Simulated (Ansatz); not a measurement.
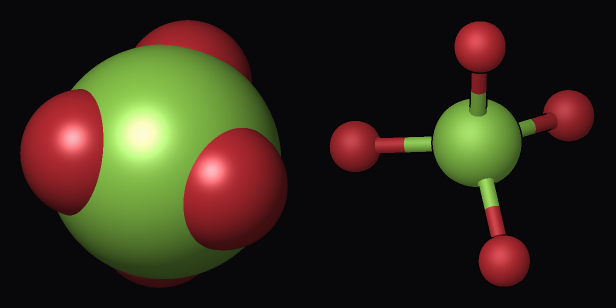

The same structure drawn twice, from different directions. Colours: silicon green, hydrogen red.

> Which formula does it have?

SiH₄, 5 atoms: 1 silicon and 4 hydrogen.

> How many atoms are distinct by symmetry?

2: 1 Si, 4 H.

> Give the symmetry (Schoenflies symbol).

Td.

> Count the bonded pairs by element.

4 Si–H. Sticks follow a distance rule.

The parts below concern this one geometry. Atoms keep their numbers from picture to picture. The computed structure is the end point of a PBE0-D4/def2-TZVP optimisation.

**Vibrations**

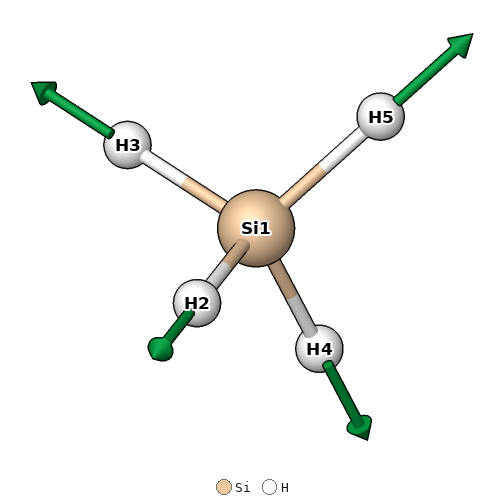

The arrows show one normal mode. Harmonic vibrations computed with RKS PBE0-D4/def2-TZVP (Ansatz 0.2.0) at a stationary point of the same level.

> What kind of motion is it?

Mostly in-phase stretching of 4 Si–H bonds.

> At what wavenumber does it lie?

2236 cm⁻¹; it is mode 6 of 9 counted from the lowest.

**Electronic properties**

Method: RKS PBE0-D4/def2-TZVPP (Ansatz 0.2.0).

> What is the HOMO–LUMO gap?

10.92 eV.

> What is the HOMO energy (Kohn–Sham orbital)?

−9.86 eV.

**Thermal motion**

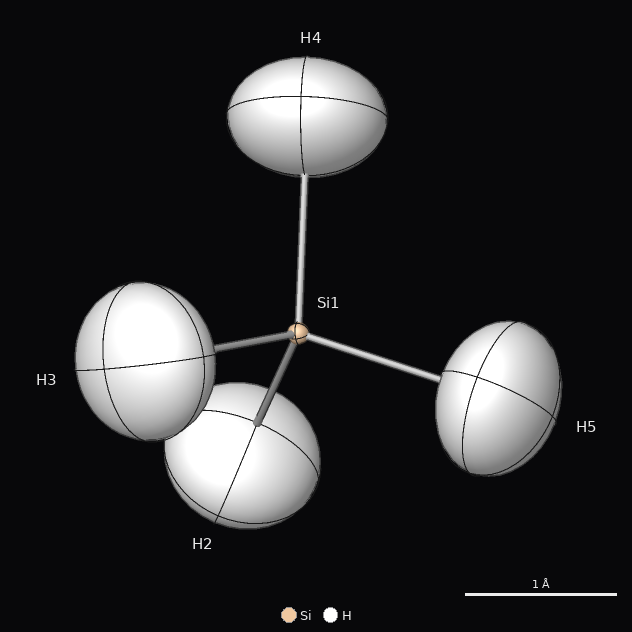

Displacement ellipsoids at the 50 % level, enlarged 3 times, from the internal vibrations of the free molecule (harmonic, no overall translation or rotation; no half-axis is drawn under 0.075 Å). Vibrations computed with RKS PBE0-D4/def2-TZVP (Ansatz 0.2.0). Temperature: 600 K.

> Which atom moves most?

H2, H3, H4, H5, with U_eq = 0.0112 Å².

> Does H2 move more along its bond or across it?

Across it: the root-mean-square amplitude is 0.085 Å along the bond and up to 0.115 Å across, since bending and torsion are softer than stretching.

List U_eq and the three principal root-mean-square amplitudes for each kind of atom.

```csv
atom,U_eq (Å²),rms amplitudes (Å)
Si1,0.00008,"0.009, 0.009, 0.009"
"H2, H3, H4, H5",0.0112,"0.085, 0.115, 0.115"
```

**Charges**

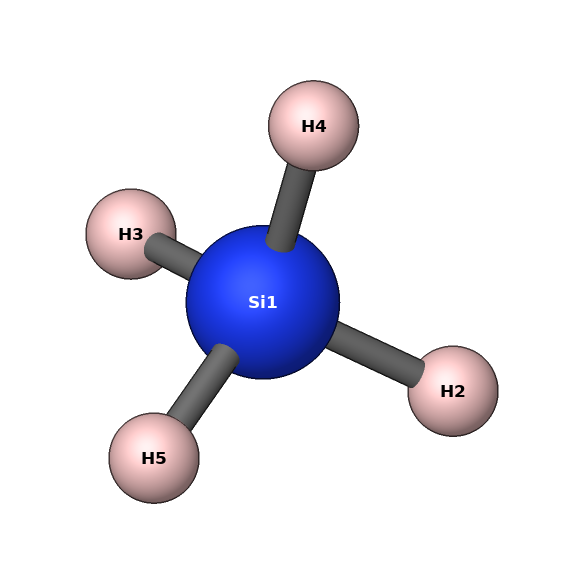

The questions are on Mulliken charges. Method: RKS PBE0-D4/def2-TZVP (Ansatz 0.2.0).

List the Mulliken charges.

| atom | value (e) |
| --- | --- |
| Si1 | 0.07 |
| H2 | −0.02 |
| H3 | −0.02 |
| H4 | −0.02 |
| H5 | −0.02 |

Mulliken values depend strongly on the basis set and can even reverse the polarity of a bond.
